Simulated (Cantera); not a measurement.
A closed system holds: 1 mol Si3N4, a varied amount of H2O, 65 mol H2, held at 1048.15 K and 5.10 mbar.

Cantera equilibrium calculation (NASA polynomials, part measured and part estimated; ideal gas, pure solids and liquids). Candidate condensed phases: H2O, Si, SiO2, Si2N2O, Si3N4; 35 gas species. Mutual solubility and eutectic melting of coexisting phases are not modelled. Rates play no part.

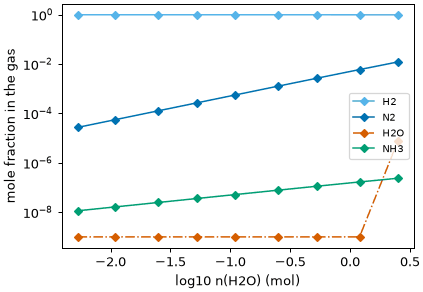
Figure: Equilibrium gas composition (values under 1e-9 drawn at 1e-9)

From 0.0053 mol H2O to 1.2 mol H2O the condensed part is Si2N2O(s) + Si3N4(s). At 2.5 mol H2O the condensed part is SiO2(β-quartz) + Si2N2O(s).
